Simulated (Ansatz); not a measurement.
Band structure of FeMo2 (Fmmm, 3 atoms in the cell).

```xyz
3
Lattice="0.0000 2.1441 6.4419 1.5806 0.0000 6.4419 1.5806 2.1441 0.0000" Properties=species:S:1:pos:R:3 pbc="T T T"
Fe     0.0000     0.0000     0.0000
Mo     1.5806     2.1441     4.3628
Mo     1.5806     2.1441     8.5209
```
Moments meant for the start (each program seeds them in its own way; μB, in the order of the atoms Fe Mo Mo): 4.0 0.0 0.0.

Method: LDA (PW92), PAW files made with PBE (plane waves; Ansatz, an electronic-structure program).

Settings: kpoints.mp_grid.grid = 6 6 6; hamiltonian.xc = lda; hamiltonian.pseudopotentials = {kind: paw} (the program's default PAW files); magnetization.spin_polarized = true; scf.occupations.method = gaussian; scf.occupations.width = 0.272 eV; kpoints.band_path.npoints = 8.

The starting cell comes from a database of computed structures (which also holds hypothetical and non-ambient phases and stackings), without a prior relaxation at this level. With one magnetic atom in the cell only a parallel order is possible.

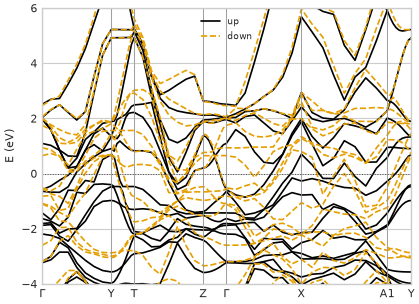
Fig. 1. Bands along the path, energies from the Fermi level.

Levels in eV from the Fermi level, bands 19 to 26 of the first spin channel:
```tsv
point	19	20	21	22	23	24	25	26
Γ	-1.88	-1.81	-1.63	-1.43	-0.65	-0.59	1.09	1.96
Y	-0.98	-0.47	-0.40	0.69	0.90	1.32	1.34	1.88
T	-2.21	-2.10	-1.30	-0.47	0.82	2.21	2.49	4.93
Z	-2.05	-1.95	-1.51	-1.43	-1.38	0.20	1.37	1.89
X	-2.51	-2.14	-0.78	-0.27	0.70	1.88	1.99	2.41
A1	-1.91	-1.86	-1.44	-0.28	0.58	0.95	2.01	2.27
```

Bands cross the Fermi level along this path, so the cell is metallic at this level.

The net moment of the cell came out as 1.96 μB.

Keys are those of Ansatz 0.2.
